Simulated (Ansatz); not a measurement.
## Electronic structure of H₆N₂O₂Si in real space

Input

```
crystal:
  periodic: [false, false, false]
  atoms:
    - {symbol: Si, position_ang: [-0.493232, -0.188106, 0.066322]}
    - {symbol: N, position_ang: [1.318328, 0.453590, 0.165457]}
    - {symbol: N, position_ang: [-0.181880, -1.647037, 0.642904]}
    - {symbol: H, position_ang: [1.817689, -0.417732, 0.339833]}
    - {symbol: O, position_ang: [-0.811470, 0.142397, -1.531037]}
    - {symbol: O, position_ang: [-1.240280, 1.062968, 0.841956]}
    - {symbol: H, position_ang: [1.660788, 0.908815, -0.673914]}
    - {symbol: H, position_ang: [1.440879, 1.073517, 0.959381]}
    - {symbol: H, position_ang: [-0.855174, -2.318823, 0.968561]}
    - {symbol: H, position_ang: [-0.838743, -0.656289, -2.061978]}
    - {symbol: H, position_ang: [-1.816702, 1.586701, 0.282413]}
basis:
  gaussian: {orbitals: def2-TZVPP}
hamiltonian: {xc: pbe0, dispersion: d4}
output: {orbitals: {seedname: orbitals}}
```

Command:

```sh
ansatz run in.yaml --threads 8 --pin off --events-out ev --progress --plain --max-ram 19148MiB
```

The product side of a reaction path; geometry: PBE0-D4/def2-TZVP; a saddle point, not a minimum.

Level of theory: RKS PBE0-D4/def2-TZVPP (Ansatz).

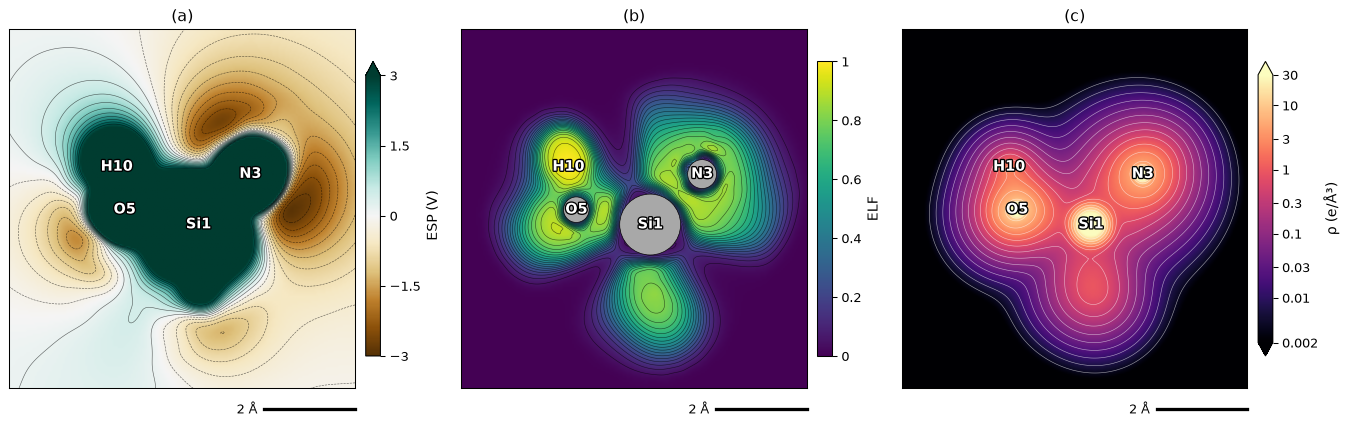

Figure 1. (a) molecular electrostatic potential; (b) electron localisation function; (c) total electron density on the plane of atoms Si1, O5 and H10. Grey discs cover the atomic cores in the ELF map.

Question: What does the map show?

Answer: Atoms in the plane: Si, N, O and H.
Si–N (1.60 Å): the density is about 1.4 e/Å³ at the midpoint; the ELF peaks at about 0.85 between the atoms: a short, strongly polar bond.
Si–O (1.66 Å): ρ is about 1.2 e/Å³ halfway; the ELF peaks at about 0.90 between the atoms; a shared but strongly polarised pair.
O–H (0.96 Å): the density is about 3.8 e/Å³ at the midpoint; the ELF climbs to about 1 towards the hydrogen, as it does in any bond to H; an ordinary covalent bond to hydrogen.
The ELF also peaks beside O5 and N3, away from the bonds: lone-pair regions.
Outside the dense part of the molecule the potential is most negative (−2.9 V) near N3.

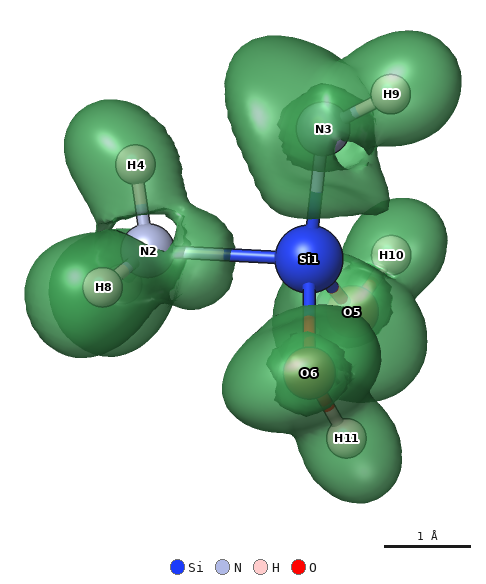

Figure 2. Isosurface of the ELF at 0.75 (green), seen across its widest extent. Core shells and regions of very low density are left out.

Question: Where are the electrons localised?

Answer: The ELF exceeds this value in one joined region spread over several atoms (H, N), in which their bonds and any lone pairs are merged, one joined region spread over several atoms (H, N, Si), in which their bonds and any lone pairs are merged and two joined regions spread over several atoms (H, O), in which their bonds and any lone pairs are merged.


 Si–O (1.65 Å): the ELF peaks at about 0.85 between the atoms, as expected for a polar covalent bond.

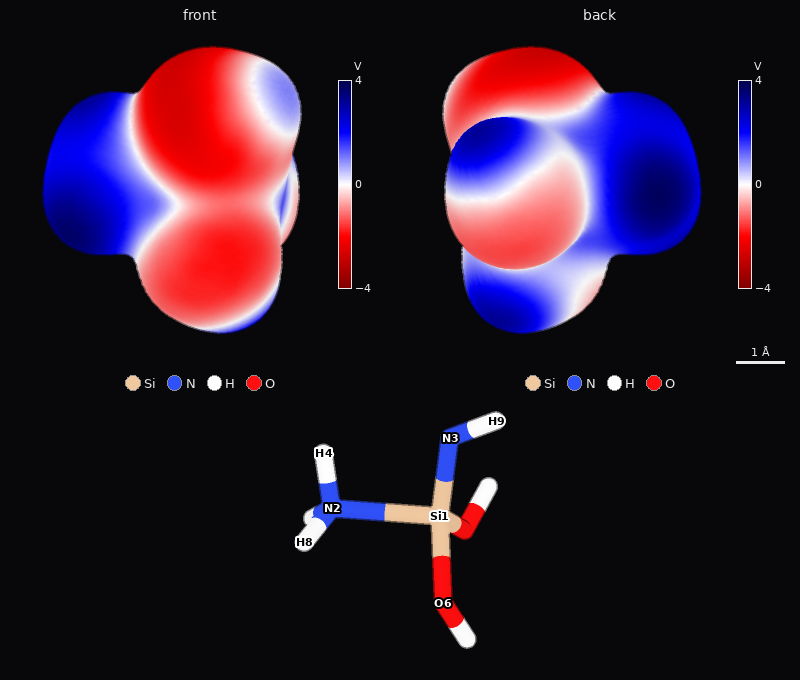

Figure 3. The electrostatic potential painted on the density surface at 0.004 e/bohr³, seen from the front and from behind; the colour scale runs from red (negative) to blue (positive). The bare structure is drawn below in the same view.

Question: Which sites attract a positive test charge, and which a negative one?

Answer: A positive charge is drawn to the negative regions and a negative charge to the positive ones. The most negative region (about −2.7 V, or −62 kcal/mol for a unit charge) lies over N3, the most positive (about +3.7 V, or +85 kcal/mol for a unit charge) over H7 and H8. N3 is the likeliest acceptor of a hydrogen bond.
